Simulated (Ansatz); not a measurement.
# BN (boron nitride) at UBHLYP/6-31G

Aim: the energy change on altering one bond length of BN (boron nitride) at UBHLYP/6-31G, from 2 runs. 

The calculation is run with Ansatz 0.2.0.

66 further runs of the same task are left out: 66 set aside as unsound or not needed.

**1. The molecule**

BN: 2 atoms, total charge 0, spin state triplet. As SMILES, `B#N`. The coordinates come from a GFN2-xTB relaxation.

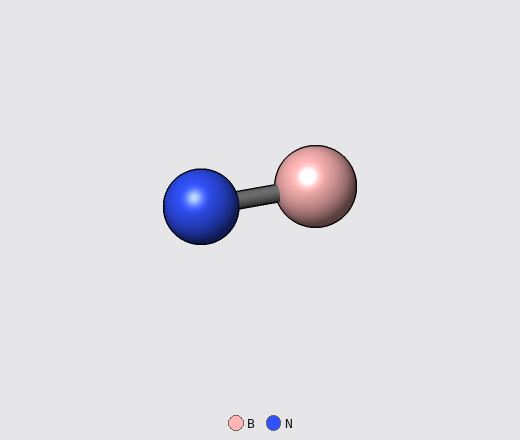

Viewed from a chosen angle; boron pink, nitrogen blue.

**2. The energy at UBHLYP/6-31G**

run.yaml reads:

```yaml
crystal:
  periodic: [false, false, false]
  atoms:
    - {symbol: B, position_ang: [0.000000, 0.000000, 0.000000]}
    - {symbol: "N", position_ang: [0.000000, 0.000000, 1.268430]}
basis:
  gaussian: {orbitals: 6-31G}
accuracy: high
hamiltonian: {xc: {name: BHLYP}}
magnetization: {spin_polarized: true, initial_magnetization: 2}
```

On the command line:

```
$ ansatz run run.yaml --threads 1 --pin off --max-ram 2610MiB --events-out events.jsonl --progress --plain --runs-dir runs
```

The log of the run:

```text
Warning: RAYON_NUM_THREADS=1 ignored (pool sized by the plan → 1); use --threads N
Functional definition: BHLYP
  name "BHLYP"
  parameter a = 0.5
  exchange = (1 - a)*b88_x + a*exact_x
  correlation = lyp_c
417 factors; integrals over basis functions are off by at most 3.1e-9 eV
mean field evaluation 1: about -2156.2382 eV, gradient 2.3e1 eV
mean field evaluation 2: about -2150.5184 eV, gradient 4.0e1 eV
mean field evaluation 4: about -2158.8991 eV, gradient 8.1e-1 eV
mean field evaluation 8: about -2158.9393 eV, gradient 7.5e-2 eV
mean field evaluation 16: about -2158.9396 eV, gradient 1.5e-5 eV
mean field -2158.93958242 eV, -79.3395662722 hartree, gradient 1.7e-8 eV, S^2 2.003308; 1 other end points of the search recorded, 0 dependent functions left out
reference -2158.93959818 eV, -79.3395668514 hartree; 7, 5 occupied and 11, 13 virtual orbitals, 417 factors
Total energy: -2158.93959818 eV, -79.3395668514 hartree
```

Run time: 0.34 s. Hardware: 1 thread of AMD EPYC 9R45 (Zen 5), shared host.

**3. The distorted shape, same level**

in.yaml reads:

```yaml
crystal:
  periodic: [false, false, false]
  atoms:
    - {symbol: B, position_ang: [0.000000, 0.000000, -0.317070]}
    - {symbol: "N", position_ang: [0.000000, 0.000000, 1.268430]}
basis:
  gaussian: {orbitals: 6-31G}
magnetization: {spin_polarized: true, initial_magnetization: 2}
accuracy: high
hamiltonian: {xc: {name: BHLYP}}
```

On the command line:

```
$ ansatz run in.yaml --threads 1 --pin off --max-ram 2610MiB --events-out events.jsonl --progress --plain --runs-dir runs
```

The log of the run:

```text
Warning: RAYON_NUM_THREADS=1 ignored (pool sized by the plan → 1); use --threads N
Functional definition: BHLYP
  name "BHLYP"
  parameter a = 0.5
  exchange = (1 - a)*b88_x + a*exact_x
  correlation = lyp_c
418 factors; integrals over basis functions are off by at most 3.5e-9 eV
mean field evaluation 1: about -2154.8283 eV, gradient 2.3e1 eV
mean field evaluation 2: about -2138.8371 eV, gradient 5.8e1 eV
mean field evaluation 4: about -2158.0108 eV, gradient 5.7e-1 eV
mean field evaluation 8: about -2158.0217 eV, gradient 1.0e-1 eV
mean field evaluation 16: about -2158.0230 eV, gradient 1.4e-4 eV
mean field evaluation 32: about -2158.1016 eV, gradient 6.7e-2 eV
mean field -2158.10212703 eV, -79.3087903542 hartree, gradient 2.7e-8 eV, S^2 2.179526; 4 other end points of the search recorded, 0 dependent functions left out
reference -2158.10214279 eV, -79.3087909333 hartree; 7, 5 occupied and 11, 13 virtual orbitals, 418 factors
Total energy: -2158.10214279 eV, -79.3087909333 hartree
```

Wall time 0.68 s (1 thread of AMD EPYC 9R45 (Zen 5), shared host).

**4. Outcome**

Level: UBHLYP/6-31G.

```
                                                         quantity         value
                                        first shape: total energy  -79.33957 Eh
                                                first shape: ⟨S²⟩         2.003
                                    distorted shape: total energy  -79.30879 Eh
                                            distorted shape: ⟨S²⟩         2.180
energy change with the B1–N2 bond stretched from 1.268 to 1.585 Å      0.837 eV
```

**Reading.** With the B1–N2 bond stretched from 1.268 to 1.585 Å the energy rises by 0.84 eV (19.3 kcal/mol). The first shape isn't relaxed at this level, so the change isn't measured from a minimum. ⟨S²⟩ (distorted shape) is 2.18 where a pure triplet has 2.00: the reference is spin-contaminated.
